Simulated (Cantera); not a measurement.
Input: 1 mol C₂H₄, 0.19 mol H₂O, 74 mol H₂, at 1350 K.

These are equilibrium values from Cantera (NASA tables, ideal gas, pure condensed phases), not measurements of a reactor. Candidate condensed phases: C, C₆H₆, C₇H₈, C₈H₁₈, H₂O; 110 gas species. The ideal-gas law is rough above about 30 bar. The numbers say what is thermodynamically allowed, not how fast it happens.

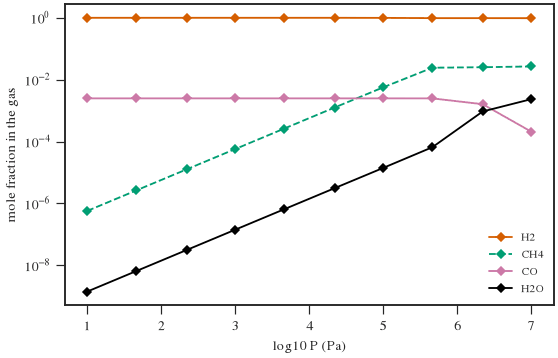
Fig. 1. Equilibrium gas composition (values under 1e-9 drawn at 1e-9)

From 10.0 Pa to 1.00 bar the condensed part is C(graphite). From 4.60 bar to 100 bar nothing is condensed. The main C-bearing gas is CO at 10.0 Pa and CH₄ at 100 bar.
